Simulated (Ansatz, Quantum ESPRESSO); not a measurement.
# From contact to tunnelling: vacuum gaps between two Ta(110) faces, part 3 of 4

Aim: how the conductance falls as the barrier grows, for vacuum gaps between two Ta(110) faces.

Quantum ESPRESSO 7.5; plane-wave DFT, PBE, JTH PAW pseudopotentials; cross-check by Ansatz 0.2.0 with PAW datasets.

So far. Step 2 (Ground state, 4 Å): The run needed 15 iterations to bring the estimated error under 1e-07 Ry; the largest force on any atom, held or free, is 0.43 eV/Å. Step 3 (Transmission with pwcond.x, 4 Å): The run is unpolarised; a magnetic state was not tried, may lie lower and would change T.

## (4) Cross-check with Ansatz, 4 Å

A second code with its own PAW datasets, on the same atoms.

Level of this step: plane-wave DFT, PBE, Ansatz PAW (Ansatz 0.2.0).

File input.yaml:

```yaml
crystal:
  lattice:
    - [3.32, 0.0, 0.0]
    - [1.66, 2.3475945135, 0.0]
    - [0.0, 0.0, 39.2139177031]
  atoms:
    - { symbol: Ta, position: [0.0, 0.0, 0.0] }
    - { symbol: Ta, position: [0.5, 0.0, 0.05986636] }
    - { symbol: Ta, position: [0.0, 0.0, 0.11973272] }
    - { symbol: Ta, position: [0.5, 0.0, 0.1795990799] }
    - { symbol: Ta, position: [0.0, 0.0, 0.2394654399] }
    - { symbol: Ta, position: [0.5, 0.0, 0.2993317999] }
    - { symbol: Ta, position: [0.0, 0.0, 0.3591981599] }
    - { symbol: Ta, position: [0.5, 0.0, 0.4190645199] }
    - { symbol: Ta, position: [0.0, 0.0, 0.5210691201] }
    - { symbol: Ta, position: [0.5, 0.0, 0.5809354801] }
    - { symbol: Ta, position: [0.0, 0.0, 0.6408018401] }
    - { symbol: Ta, position: [0.5, 0.0, 0.7006682001] }
    - { symbol: Ta, position: [0.0, 0.0, 0.7605345601] }
    - { symbol: Ta, position: [0.5, 0.0, 0.8204009201] }
    - { symbol: Ta, position: [0.0, 0.0, 0.88026728] }
    - { symbol: Ta, position: [0.5, 0.0, 0.94013364] }
kpoints:
  mp_grid: { grid: [9, 10, 1] }
hamiltonian:
  xc: pbe
scf:
  occupations: { method: fermi_dirac, width: 0.1 }
  convergence: { dr2_threshold: 1.0e-08 }
output:
  transmission: { leads: [[0, 2]], e_range: [-0.4, 0.4], de: 0.4, kmesh: [8, 8] }
  write_potential: true
  write_density: true
  volumetric_format: npy
  elf: true
```

Started as:

```bash
> ansatz run input.yaml --threads 4 --pin off --max-ram 16384MiB --backend cpu --events-out ev --progress --plain --runs-dir out
```

Numbers of over 12 decimals in the logs are rounded to 6 here.

What it wrote:

```text
Warning: crystal.symmetry: narrowed to the stabiliser of the k-point mesh — unitary ops 8 → 4; excluded 4 operations that carry a point of the 9×10×1 mesh (shift [0, 0, 0]) off the mesh (the run samples exactly the mesh kpoints.mp_grid names, as under crystal.symmetry.detect: false, and its converged state has the mesh's symmetry, not the crystal's; ε∞, the Born charges and the force constants of a linear response (`dielectric:` by the response, `phonons.method: dfpt`) are averaged over those of the crystal's operations that the state keeps within a tolerance, where `mesh_tensors`, `unaveraged_element` or `gamma_mean_max_change_ev_ang2` stands beside them; [rest of the remark cut]
Engine: ansatz 0.2.0, aarch64-unknown-linux-gnu
Pseudopotentials: kind: paw
Pseudopotential: Ta, paw, valence charge 13, recommended cutoff 420 eV (normal), Ta.paw.azcp
Functional definition: PBE
  parameter kappa = 0.804
  parameter beta = 0.066725
  exchange = pbe_x(kappa = kappa, mu = beta*pi^2/3)
  correlation = pbe_c(beta = beta)
Crystal: 16 atoms, lattice volume = 305.634 Å³
Basis set: ecut = 420 eV, 5993 PW (Γ)
Bands: 125, of which v1, the nominal top of the filled ones, is band 104 counted from 1 (103 counted from 0)
Symmetry: 4 space group operations
k-points: 46 of 90
Non-local potential: Ta, projectors of the file, l = 0: 3, l = 1: 2, l = 2: 2, l = 3: 1
PAW form: soft (Blöchl's): semilocal exchange-correlation on the pseudo side does not see the compensation charge
PAW one-centre angular grid: Ta, 590 points (default); XC on 64 Gauss nodes
Initial density: superposition of atomic densities (neutral atoms: chi_scale 0, normalization atom), corrected by the library's trained network
Initial wavefunctions: pseudopotential atomic-orbital guess
Functional: x = pbe(κ = 0.804, μ = 0.219515), c = pbe(β = 0.066725)
SCF iter   1: F=—  HF=-158914.912333 eV  |F-HF|=—  |Δ(HF+E_count)|=         —  Δρ=1.37e-2  dr2=1.17e2  ethr=1.77e-3  ⟨swp⟩=6.3  Hψ=23086  notcnv=0  defer=28
preconditioner: auto → Kerker (q_TF=auto, 2.559 Å⁻¹)  [metal: Δε(μ)=0.001 eV  Ē_g=4.056 eV  σ=0.100 eV  W_gap=0.00  n_scr=82 (ndim 8)  ℏωp=19.0 eV  f_vac=0.000  D(μ)=20.91/eV (n_scr^D=232)]
SCF iter   2: F=—  HF=-158914.646728 eV  |F-HF|=—  |Δ(HF+E_count)|=   2.66e-1  Δρ=6.31e-3  dr2=2.56e1  ethr=1.77e-3  ⟨swp⟩=1.1  Hψ=6627  notcnv=0  defer=31
SCF iter   3: F=—  HF=-158914.573293 eV  |F-HF|=—  |Δ(HF+E_count)|=   7.34e-2  Δρ=1.37e-3  dr2=8.82e-3  ethr=1.77e-3  ⟨swp⟩=1.2  Hψ=5815  notcnv=0  defer=31
SCF iter   4: F=—  HF=-158914.572808 eV  |F-HF|=—  |Δ(HF+E_count)|=   4.85e-4  Δρ=3.25e-4  dr2=3.27e-2  ethr=4.24e-6  ⟨swp⟩=2.0  Hψ=7459  notcnv=0  defer=51
SCF iter   5: F=—  HF=-158914.572592 eV  |F-HF|=—  |Δ(HF+E_count)|=   2.16e-4  Δρ=1.28e-4  dr2=2.88e-4  ethr=4.24e-6  ⟨swp⟩=1.0  Hψ=5677  notcnv=0  defer=51
SCF iter   6: F=—  HF=-158914.572555 eV  |F-HF|=—  |Δ(HF+E_count)|=   3.74e-5  Δρ=4.70e-5  dr2=2.43e-5  ethr=1.38e-7  ⟨swp⟩=2.0  Hψ=7039  notcnv=0  defer=52
SCF iter   7: F=—  HF=-158914.572548 eV  |F-HF|=—  |Δ(HF+E_count)|=   6.19e-6  Δρ=9.82e-6  dr2=5.54e-7  ethr=1.17e-8  ⟨swp⟩=2.0  Hψ=7360  notcnv=0  defer=52
SCF iter   8: F=—  HF=-158914.572222 eV  |F-HF|=—  |Δ(HF+E_count)|=   3.26e-4  Δρ=1.65e-6  dr2=2.00e-8  ethr=2.66e-10  ⟨swp⟩=2.0  Hψ=7742  notcnv=0  defer=57
SCF iter   9: F=-158914.572222 eV  HF=-158914.572222 eV  |F-HF|=1.46e-10  |Δ(HF+E_count)|=   2.18e-9  Δρ=3.77e-7  dr2=7.09e-10  ethr=4.81e-12  ⟨swp⟩=11.7  Hψ=15962  notcnv=0
SCF 1 converged in 9 iterations: F = -158914.572222 eV  dr2 = 7.09e-10
  greatest PAW one-centre occupation: 0.999 electrons in one spin orbital (limit 2), on the Ta atom at site 11 (counted from 0), in its partial waves of l = 0
transmission: 221 of 2210 steps passed
transmission: 443 of 2210 steps passed
[...]
transmission: 2210 of 2210 steps passed
SCF converged after 9 iterations
Free energy (F): -158914.572222 eV
Harris-Foulkes:  -158914.572222 eV  (|F-HF|=1.46e-10)
Internal energy: -158913.851762 eV  (E = F + TS)
E sigma→0 (E₀):  -158914.211992 eV
Entropy (-TS):   -0.720460 eV (-45.029 meV/atom)
Fermi energy:    17.454214 eV
--- Per-component energies (eV) ---
  E_band       = -1914.339349
  E_kinetic    = 5842.192275
  E_local      = -15072.720793  (includes V_loc(G=0)·N_el)
  E_nonlocal   = 234.744816
  E_hartree    = 6071.899541
  E_xc         = -3489.517881
  E_vxc        = -3256.983500  (∫ρ·V_xc dr)
  E_paw        = -134344.441407  (= ΣΔE_a)
  E_vpaw       = -1805.374724  (= ΣTr[D̂ρ^β])
  E_aug_tail   = 0.002167  (compensation charges beyond the density's cutoff)
  E_ewald      = -18156.010480
  E_smearing   = -0.720460  (= −TS)
  E_closure    = 0.000000  (closes the sum)
  Σ components = -158914.572222   (vs F -158914.572222, Δ=0.00e0)
--- Band table (eV; the first three rows and the last of 46) ---
  k-point 0: bands = [... 100 lower, 17.7921, 17.8639, 17.9383, 17.9911, 18.0627, 18.0783, 18.1347, 18.1429, ... 17 higher]
  k-point 1: bands = [... 100 lower, 17.8229, 17.8810, 17.9026, 17.9250, 17.9616, 18.0094, 18.0299, 18.0370, ... 17 higher]
  k-point 2: bands = [... 100 lower, 17.7155, 17.7675, 17.8012, 17.8476, 17.8552, 17.9643, 17.9757, 18.0507, ... 17 higher]
  k-point 45: bands = [... 100 lower, 17.2050, 17.2758, 17.2947, 17.3748, 17.6611, 17.7973, 17.8957, 17.9638, ... 17 higher]
--- Transmission ---
  basis      : 67 plane waves across, 65 finite elements along
  points     : 34, standing for a mesh of 8 x 8
  energies   : 3 from -0.400000 to 0.400000 eV about the Fermi level, 0.400000 eV apart; the leads are filled to 0.000000 eV, and channels, transmission and decay are at 0.000000 eV
  crystal 0  : Ta2, at the sites [0, 2], period 4.6952 Å, over 37.56 Å; its Hamiltonian steps by up to 3.0 meV
    offset         : up to 0.0000 Å between an atom of the period and one for which it stands
    channels       : 1.640625e0 a spin
    conductance    : none, the energies end too early or step too widely for 300 K: set another output.transmission.e_range or a lower de, or, where they end at an eighth of basis.ecutwfc, a higher one
    slowest decay  : 0.1367 /Å at (0.2500, 0.0000)
  junction   : crystal 0 to crystal 0, -0.48 to 34.04 Å
    transmission   : 5.144201e-1 a spin
    conductance    : none, the energies end too early or step too widely for 300 K: set another output.transmission.e_range or a lower de, or, where they end at an eighth of basis.ecutwfc, a higher one
```

Elapsed: 53 s, on 4 threads of Arm Neoverse V2, shared host; peak memory 1.8 GiB; 3.2 min of CPU time.

This step gave:

```
free energy                                  : -158914.5722 eV
energy at zero smearing                      : -158914.2120 eV
smearing term TS                             : 0.7205 eV
Fermi energy                                 : 17.45 eV
symmetry operations                          : 4
transmission at the Fermi level, one spin    : 0.5144
step of the lead's Hamiltonian over a period : 3 meV
```

Per spin; mean over the k mesh across the current. Transmission, zone mean against energy, zero at the Fermi level:

```csv
energy (eV),"transmission, zone mean"
-0.400,0.523
0.000,0.514
0.400,0.341
```

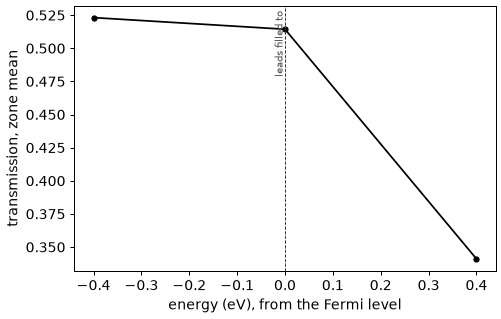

Transmission, zone mean, plotted against energy.

Per spin; mean over the k mesh across the current. Open channels, zone mean against energy, zero at the Fermi level:

```csv
energy (eV),"open channels, zone mean"
-0.400,2.02
0.000,1.64
0.400,1.30
```

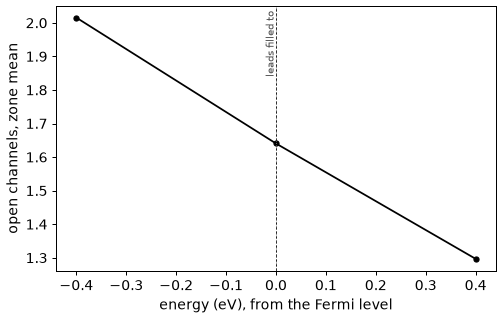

Open channels, zone mean, plotted against energy.

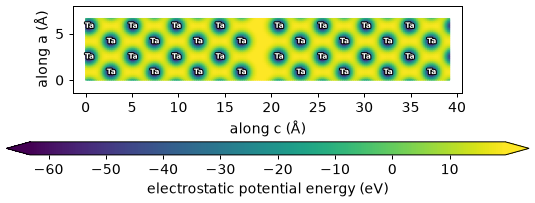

Electrostatic potential energy in the ca plane at fractional y = 0.000, with atoms of Ta within 0.2 Å of it. With pseudopotentials it is smooth inside the atoms' cores, unlike the true potential. The map starts off the cell's origin, so that atoms lie inside it.

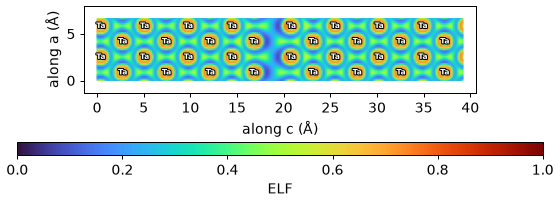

ELF in the ca plane at fractional y = 0.000, with atoms of Ta within 0.2 Å of it. It is the smooth field of the valence electrons, not physical close to the nuclei. The map starts off the cell's origin, so that atoms lie inside it.

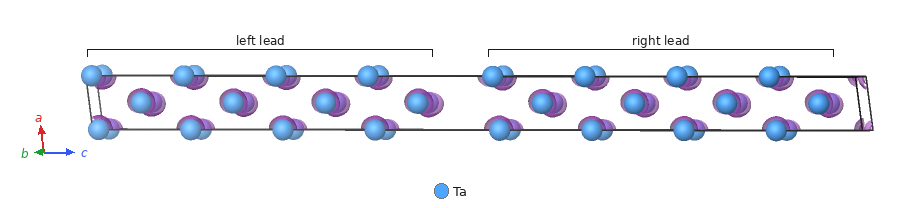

Surface of ELF = 0.68.

Ansatz finds T = 0.514 against pwcond's 0.522.

## (5) Self-consistent run, 5 Å

Level of this step: plane-wave DFT, PBE, JTH PAW pseudopotentials (Quantum ESPRESSO 7.5).

File j1.scf.in:

```
&control
  prefix = 'j1.scf'
  outdir = './out'
  pseudo_dir = './pseudo'
  calculation = 'scf'
  tprnfor = .true.
/
&system
  ibrav = 0
  nat = 16
  ntyp = 1
  ecutwfc = 45
  ecutrho = 360
  occupations = 'smearing'
  smearing = 'mv'
  degauss = 0.01
/
&electrons
  conv_thr = 1e-07
  mixing_beta = 0.25
  electron_maxstep = 120
  mixing_mode = 'local-TF'
/
ATOMIC_SPECIES
  Ta  180.9479  Ta.GGA_PBE-JTH.UPF
CELL_PARAMETERS angstrom
  3.32000000000000 0.00000000000000 0.00000000000000
  1.66000000000000 2.34759451353934 0.00000000000000
  0.00000000000000 0.00000000000000 40.21391770309007
ATOMIC_POSITIONS crystal
  Ta  0.000000000000 0.000000000000 0.000000000000
  Ta  0.500000000000 0.000000000000 0.058377662452
  Ta  0.000000000000 0.000000000000 0.116755324904
  Ta  0.500000000000 0.000000000000 0.175132987356
  Ta  0.000000000000 0.000000000000 0.233510649808
  Ta  0.500000000000 0.000000000000 0.291888312259
  Ta  0.000000000000 0.000000000000 0.350265974711
  Ta  0.500000000000 0.000000000000 0.408643637163
  Ta  0.000000000000 0.000000000000 0.532978700385
  Ta  0.500000000000 0.000000000000 0.591356362837
  Ta  0.000000000000 0.000000000000 0.649734025289
  Ta  0.500000000000 0.000000000000 0.708111687741
  Ta  0.000000000000 0.000000000000 0.766489350192
  Ta  0.500000000000 0.000000000000 0.824867012644
  Ta  0.000000000000 0.000000000000 0.883244675096
  Ta  0.500000000000 0.000000000000 0.941622337548
K_POINTS automatic
  9 10 1 0 0 0
```

Started as:

```bash
> OMP_NUM_THREADS=1 mpirun -n 4 pw.x -nk 4 -in j1.scf.in > j1.scf.out
```

What it wrote:

```text
[banner, memory and clock lines left out]
Program PWSCF v.7.5 starts
[...]
Message from routine setup:
[...]
number of electrons       =       208.00
     number of Kohn-Sham states=          125
     kinetic-energy cutoff     =      45.0000  Ry
     charge density cutoff     =     360.0000  Ry
[...]
number of k points=    46  Marzari-Vanderbilt smearing, width (Ry)=  0.0100
[...]
Dense  grid:   244087 G-vectors     FFT dimensions: (  40,  36, 480)
[...]
Starting wfcs are  288 randomized atomic wfcs
[...]
estimated scf accuracy    <      31.53686508 Ry
[...]
estimated scf accuracy    <      12.74822660 Ry
[...]
estimated scf accuracy    <       1.82733831 Ry
[...]
estimated scf accuracy    <       2.03739031 Ry
[...]
estimated scf accuracy    <       0.12159090 Ry
[...]
estimated scf accuracy    <       0.00511973 Ry
[...]
estimated scf accuracy    <       0.01686167 Ry
[...]
estimated scf accuracy    <       0.00274797 Ry
[...]
estimated scf accuracy    <       0.00047838 Ry
[...]
estimated scf accuracy    <       0.00008188 Ry
[...]
estimated scf accuracy    <       0.00028324 Ry
[...]
estimated scf accuracy    <       0.00000477 Ry
[...]
estimated scf accuracy    <       0.00001561 Ry
[...]
estimated scf accuracy    <       0.00000027 Ry
[...]
estimated scf accuracy    <       0.00000011 Ry
[...]
the Fermi energy is    16.5907 ev
!    total energy              =  -11634.00040061 Ry
[...]
estimated scf accuracy    <       0.00000002 Ry
     smearing contrib. (-TS)   =       0.00166767 Ry
     internal energy E=F+TS    =  -11634.00206828 Ry
[...]
one-electron contribution =   -1319.49785211 Ry
     hartree contribution      =     799.43726387 Ry
     xc contribution           =    -435.25803565 Ry
     ewald contribution        =    -999.71347675 Ry
[...]
convergence has been achieved in  16 iterations
[...]
Total force =     0.023851     Total SCF correction =     0.000406
[...]
```

It took 14 min on 4 MPI ranks; peak memory 2.5 GiB; 56 min of CPU time.

This step gave:

| Item | Value |
| --- | --- |
| free energy | -158288.6392 eV |
| Fermi energy | 16.59 eV |

## (6) Transmission with pwcond.x, 5 Å

File j1.cond.in:

```
&inputcond
  outdir = './out'
  prefixt = 'j1.scf'
  tran_file = 'j1.cond.dat'
  bdl = 1.4142135633
  bds = 12.1126258133
  ikind = 1
  ewind = 4.0
  epsproj = 1e-05
  nz1 = 7
  energy0 = 0.4
  denergy = -0.4
/
21
  0.00000000 0.00000000 0.01562500
  0.00000000 0.12500000 0.03125000
  0.00000000 0.25000000 0.03125000
  0.00000000 0.37500000 0.03125000
  0.00000000 0.50000000 0.01562500
  0.12500000 0.00000000 0.06250000
  0.12500000 0.25000000 0.06250000
  0.12500000 0.37500000 0.06250000
  0.12500000 0.50000000 0.06250000
  0.25000000 0.00000000 0.06250000
  0.25000000 0.12500000 0.03125000
  0.25000000 0.37500000 0.06250000
  0.25000000 0.50000000 0.06250000
  0.25000000 0.62500000 0.03125000
  0.37500000 0.00000000 0.06250000
  0.37500000 0.12500000 0.06250000
  0.37500000 0.50000000 0.06250000
  0.37500000 0.62500000 0.06250000
  0.50000000 0.00000000 0.03125000
  0.50000000 0.12500000 0.06250000
  0.50000000 0.25000000 0.03125000
3
```

Started as:

```bash
> OMP_NUM_THREADS=1 mpirun -n 4 pwcond.x -in j1.cond.in > j1.cond.out
```

What it wrote:

```text
[banner, memory and clock lines left out]
Program PWCOND v.7.5 starts
[citation notice left out]

[...]
./out/j1.scf.save/
     file Ta.GGA_PBE-JTH.UPF: wavefunction(s)  5S 6S 5P 6P 5D 0D renormalized

     IMPORTANT: XC functional enforced from input :
     Exchange-correlation= PBE
                           (   1   4   3   4   0   0   0)
     Any further DFT definition will be discarded
     Please, verify this is what you really want

     Reading collected, re-writing distributed wavefunctions

===== INPUT FILE containing all the regions =====

[...]
---  E-Ef =   -0.4000000  k =    0.5000000   0.2500000
---  ie =          3  ik =         21
 Nchannels of the left tip =            1
 Right moving states:
   k1(2pi/a)   k2(2pi/a)   E-Ef (eV)
  -0.4209758   0.0000179  -0.4000000
 Left moving states:
   k1(2pi/a)   k2(2pi/a)   E-Ef (eV)
   0.4209758   0.0000179  -0.4000000

 to transmit
 Band j to band i transmissions and reflections:
    j         i     |T_ij|^2    |R_ij|^2

    1 -->     1     0.13677     0.86323
   Total T_j, R_j =    0.13677  0.86323

E-Ef(ev), T(x2 spins) =   -0.4000000   0.2735323
   T_tot     0.40000      0.49316E+00
   T_tot     0.00000      0.56792E+00
   T_tot    -0.40000      0.66019E+00

[...]
```

The job ended after 2.8 min (4 MPI ranks; peak memory 0.36 GiB; 11 min of CPU time).

This step gave:

| Item | Value |
| --- | --- |
| transmission at the Fermi level, one spin | 0.2840 |
| conductance | 0.2840 G₀ |

Per spin; mean over the k mesh across the current. The transmission, zone mean by energy, zero at the Fermi level:

```csv
energy (eV),"transmission, zone mean"
-0.400,0.330
0.000,0.284
0.400,0.247
```

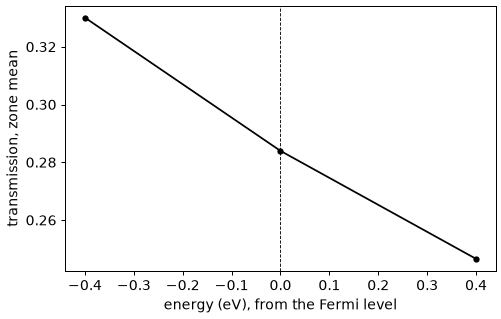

Transmission, zone mean against energy.

The run is unpolarised; a magnetic state was not tried, may lie lower and would change T.

T goes from 0.522 to 0.284, a factor of 1.8.

## (7) Cross-check with Ansatz, 5 Å

Level of this step: plane-wave DFT, PBE, Ansatz PAW (Ansatz 0.2.0).

File input.yaml:

```yaml
crystal:
  lattice:
    - [3.32, 0.0, 0.0]
    - [1.66, 2.3475945135, 0.0]
    - [0.0, 0.0, 40.2139177031]
  atoms:
    - { symbol: Ta, position: [0.0, 0.0, 0.0] }
    - { symbol: Ta, position: [0.5, 0.0, 0.0583776625] }
    - { symbol: Ta, position: [0.0, 0.0, 0.1167553249] }
    - { symbol: Ta, position: [0.5, 0.0, 0.1751329874] }
    - { symbol: Ta, position: [0.0, 0.0, 0.2335106498] }
    - { symbol: Ta, position: [0.5, 0.0, 0.2918883123] }
    - { symbol: Ta, position: [0.0, 0.0, 0.3502659747] }
    - { symbol: Ta, position: [0.5, 0.0, 0.4086436372] }
    - { symbol: Ta, position: [0.0, 0.0, 0.5329787004] }
    - { symbol: Ta, position: [0.5, 0.0, 0.5913563628] }
    - { symbol: Ta, position: [0.0, 0.0, 0.6497340253] }
    - { symbol: Ta, position: [0.5, 0.0, 0.7081116877] }
    - { symbol: Ta, position: [0.0, 0.0, 0.7664893502] }
    - { symbol: Ta, position: [0.5, 0.0, 0.8248670126] }
    - { symbol: Ta, position: [0.0, 0.0, 0.8832446751] }
    - { symbol: Ta, position: [0.5, 0.0, 0.9416223375] }
kpoints:
  mp_grid: { grid: [9, 10, 1] }
hamiltonian:
  xc: pbe
scf:
  occupations: { method: fermi_dirac, width: 0.1 }
  convergence: { dr2_threshold: 1.0e-08 }
output:
  transmission: { leads: [[0, 2]], e_range: [-0.4, 0.4], de: 0.4, kmesh: [8, 8] }
  write_potential: true
  write_density: true
  volumetric_format: npy
```

Started as:

```bash
> ansatz run input.yaml --threads 4 --pin off --max-ram 16384MiB --backend cpu --events-out ev --progress --plain --runs-dir out
```

What it wrote:

```text
[...]
Crystal: 16 atoms, lattice volume = 313.428 Å³
Basis set: ecut = 420 eV, 6121 PW (Γ)
Bands: 125, of which v1, the nominal top of the filled ones, is band 104 counted from 1 (103 counted from 0)
Symmetry: 4 space group operations
k-points: 46 of 90
[...]
k-point 45: bands = [... 100 lower, 16.6689, 16.7343, 16.7657, 16.8841, 17.1112, 17.2339, 17.4247, 17.4974, ... 17 higher]
--- Transmission ---
  basis      : 67 plane waves across, 66 finite elements along
  points     : 34, standing for a mesh of 8 x 8
[...]
channels       : 1.640625e0 a spin
[...]
slowest decay  : 0.1361 /Å at (0.2500, 0.0000)
  junction   : crystal 0 to crystal 0, -0.48 to 35.04 Å
    transmission   : 2.827981e-1 a spin
[...]
[key lines of the parts left out:]
SCF converged after 9 iterations
Free energy (F): -158914.113279 eV
Fermi energy:    16.913340 eV
```

It took 57 s on 4 threads; peak memory 1.8 GiB.

Numbers from this step:

```
free energy                                  : -158914.1133 eV
energy at zero smearing                      : -158913.7510 eV
smearing term TS                             : 0.7245 eV
Fermi energy                                 : 16.91 eV
transmission at the Fermi level, one spin    : 0.2828
step of the lead's Hamiltonian over a period : 3.4 meV
```

Per spin; mean over the k mesh across the current. Table of transmission, zone mean by energy, zero at the Fermi level:

```csv
energy (eV),"transmission, zone mean"
-0.400,0.331
0.000,0.283
0.400,0.241
```

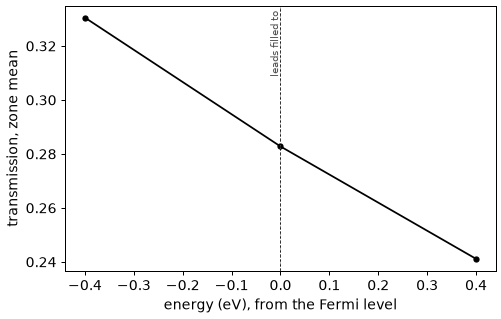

Transmission, zone mean, plotted against energy.

Ansatz finds T = 0.283 against pwcond's 0.284.

(Part 3 of 4 ends here.)

[Logs are printed without paths, hosts, clocks, repeated set-up lines and the standing remarks that a program may print on its own settings, such as how far it seeks lower states.]

[Hosts, paths, dates, database ids (printed as entryN), source tags and the programs' standing remarks are cut or masked in the printed files.]

[Maps of the electrostatic potential energy from Ansatz leave out the sawtooth potential of an applied field or a dipole correction, so their vacuum need not be flat; planar profiles and work functions include it.]
